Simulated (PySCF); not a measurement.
# C3H4BFO2: the cost of one run

Programs: PySCF 2.14.0, with density-fitted response routines of our own. Each step states its level of theory. These are calculated values for one molecule in the gas phase, unless marked as measured. Atoms are numbered from 0 throughout.

## (1) The starting structure

11 atoms, charge 0, multiplicity 1; geometry from: GFN2-xTB. The atoms were then displaced at random by about 0.01 Å, so the start is not that level's minimum.

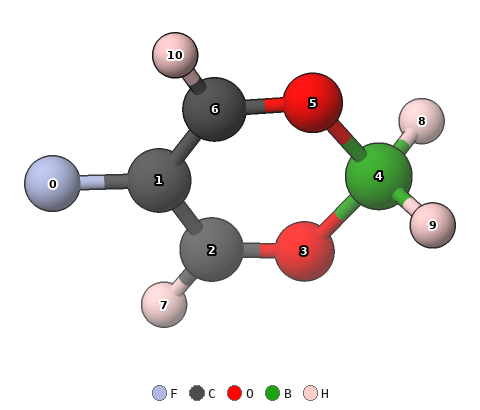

As it starts; fluorine light blue, carbon dark grey, oxygen red, boron green, hydrogen pink, atoms numbered.

## (2) Optimising the geometry at PBE0-D3(BJ)/def2-SVP

The job: settings as JSON, then the geometry in Å.

```
{"job": {"xc": "PBE0", "basis": "def2-SVP", "d3": "d3bj", "grid": 1, "shake": 0.01, "kind": "geom"}, "charge": 0, "multiplicity": 1}
F      2.577040     0.406820    -0.435610
C      1.233400     0.204560    -0.217430
C      0.749950    -1.090320    -0.046430
O     -0.403810    -1.362340     0.171880
B     -1.526510    -0.263510     0.252750
O     -0.887160     1.146990     0.037490
C      0.358750     1.274530    -0.165240
H      1.487760    -1.917150    -0.087640
H     -1.966880    -0.270290     1.382490
H     -2.298190    -0.444200    -0.606710
H      0.713760     2.289080    -0.301230
```

Run with:

```console
$ OMP_NUM_THREADS=1 python probes_run.py task.json out
```

One launch serves the whole session: the jobs run in the order shown.

Q: Estimate the wall time and peak memory of this first job on 1 thread of Arm Neoverse N1, shared host.

About 2.7 min, with a peak of 0.52 GiB.
